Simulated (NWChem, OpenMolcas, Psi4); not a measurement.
**How methods differ on CH6Si (methylsilane)**

CH6Si: 8 atoms, total charge 0, spin state singlet. SMILES: `C[SiH3]`. The coordinates come from a PBE0-D4/def2-TZVP relaxation.

Each level gives the dipole moment (D). The values are calculated.

**The experiment to reproduce.** NIST CCCBDB gives the dipole moment of the gas as 0.74 D.

```tsv
level	kind	program	value (D)	computed − measured	CPU time
SVWN5/def2-TZVP	LDA	NWChem	0.85	+0.11	36 s
PBE/def2-TZVP	GGA	NWChem	0.86	+0.12	56 s
M06-L/def2-TZVP	meta-GGA	OpenMolcas	0.82	+0.08	62 s
r2SCAN/def2-TZVP	meta-GGA	OpenMolcas	0.87	+0.13	61 s
B3LYP/def2-TZVP	global hybrid	NWChem	0.81	+0.07	66 s
M06-2X/def2-TZVP	hybrid meta-GGA	OpenMolcas	0.72	-0.02	62 s
PBE0/def2-TZVP	global hybrid	OpenMolcas	0.83	+0.09	48 s
HSE06/def2-TZVP	range-separated hybrid	Psi4	0.83	+0.09	39 s
```

Nearest: M06-2X/def2-TZVP (-0.02 D); farthest: r2SCAN/def2-TZVP (+0.13 D). The measured dipole is a vibrational average, so differences of a few hundredths of a debye mean little. Computed less measured by kind, in D (of the ab initio rows, those in def2-TZVP): LDA +0.11; GGA +0.12; meta-GGA +0.08 to +0.13; global hybrid -0.02 to +0.09; range-separated hybrid +0.09. Magnitudes only. Times are those of the runs behind each value, whatever else they computed, on shared processors of several kinds: orders of magnitude only.

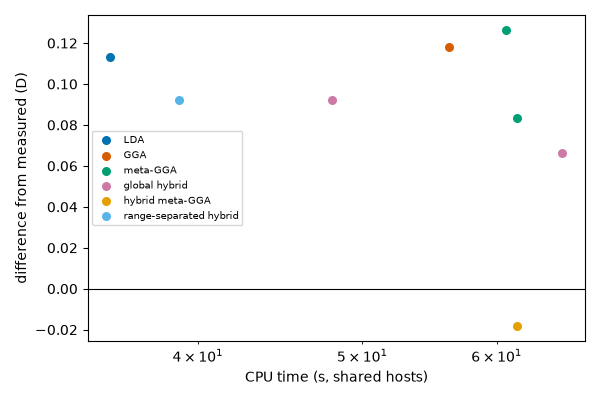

Difference from the measured value against processor time, one point a level.
